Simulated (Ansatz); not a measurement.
System (SMILES): F[SiH] (F-SiH) (closed-shell singlet).
Atoms: Si1, H2, F3. Bonds: Si1-H2, Si1-F3.

Basis-set convergence of the highest harmonic wavenumber at HF with Ansatz (an electronic-structure program). Each level at its own minimum, finite differences of forces, unscaled; the reference is a large set that could be run, not a limit. Cartesian d functions, on some or all atoms, in 6-31G**, 6-31+G*, 6-311G**, 6-311+G**; all else is spherical. The program fits the integrals of some runs and decomposes those of others, by size. A restricted Hartree-Fock determinant is unstable towards unrestricted orbitals. No added dispersion term, no relativity. Reference: the value in pcseg-3, 2091 cm⁻¹, itself unsure by roughly 5 cm⁻¹ (its mean distance from def2-QZVPP, cc-pV(Q+d)Z, aug-pcseg-2). Deviations are taken from unrounded values.

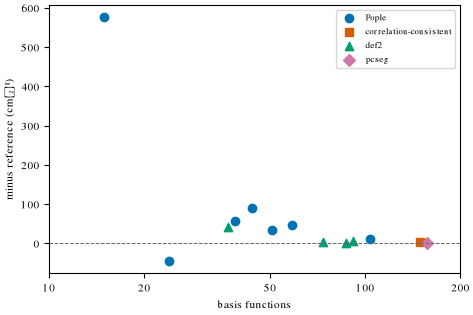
*Deviation from the reference against the number of basis functions, by family of sets.*

| basis | functions | highest harmonic wavenumber (cm⁻¹) | minus reference (cm⁻¹) |
|---|---|---|---|
| STO-3G | 15 | 2667 | 576 |
| 3-21G | 24 | 2046 | -45 |
| def2-SVP | 37 | 2132 | 41 |
| 6-31G** | 39 | 2147 | 56 |
| 6-31+G* | 44 | 2181 | 90 |
| 6-311G** | 51 | 2126 | 35 |
| 6-311+G** | 59 | 2138 | 47 |
| def2-TZVP | 74 | 2095 | 4 |
| def2-TZVPP | 87 | 2093 | 2 |
| def2-TZVPD | 92 | 2098 | 7 |
| 6-311++G(3df,3pd) | 104 | 2102 | 11 |
| cc-pV(Q+d)Z | 149 | 2095 | 3 |
| pcseg-3 | 157 | 2091 | 0 |
